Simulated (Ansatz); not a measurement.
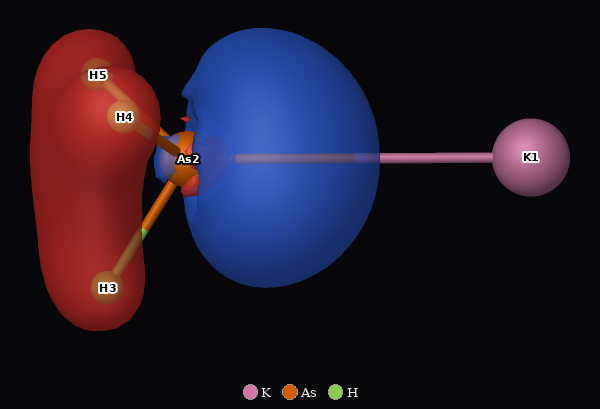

AsH3K (charge +1). One frontier orbital at ±0.15 Å⁻³ᐟ² (red and blue are the two phases), seen across its widest extent.

Geometry: PBE0-D4/def2-TZVP.

Level of theory: RKS PBE0-D4/def2-TZVPPD (Ansatz 0.2.0).

```xyz
5

K     0.0683    0.0323   -3.2109
As   -0.0044   -0.0025    0.2183
H     1.2165   -0.3814    1.0207
H    -0.3187    1.2479    1.0031
H    -0.9616   -0.8963    0.9688
```

Q: Which orbital is it: HOMO or LUMO?

A: The HOMO, at −11.99 eV. Its weight (Hirshfeld) is mainly on As2 (about 75 %), H3 (about 5 %), H4 (about 5 %) and H5 (about 5 %); largely a lone pair of As2.
